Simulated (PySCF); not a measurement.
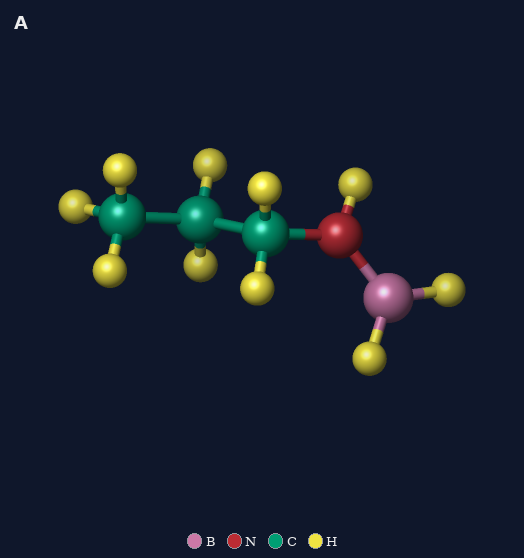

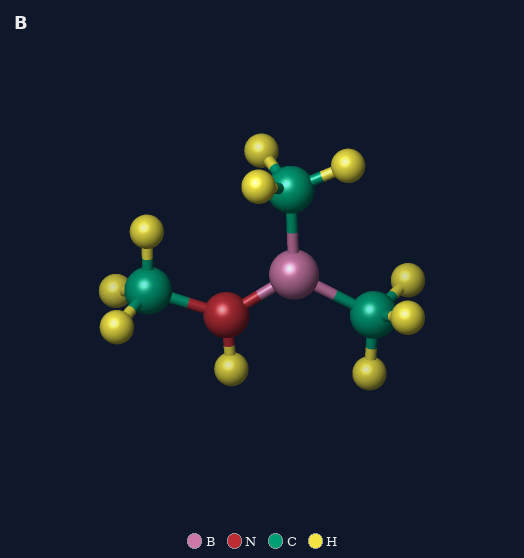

2 stationary structures of one formula. Geometries: PBE0-D3(BJ)/def2-SVP. Electronic energies: PBE0/pcSseg-1 (PySCF 2.14.0), without zero-point energy. No frequency run is at hand to confirm each as a minimum. Each is one conformer, not always the lowest.

### Are they conformers, stereoisomers or constitutional isomers?

They are constitutional isomers of C3H10BN: A `BNCCC`, B `CNB(C)C`.

### Rank them by energy, lowest first.

B is lowest; A lies 75.9 kJ/mol above it.
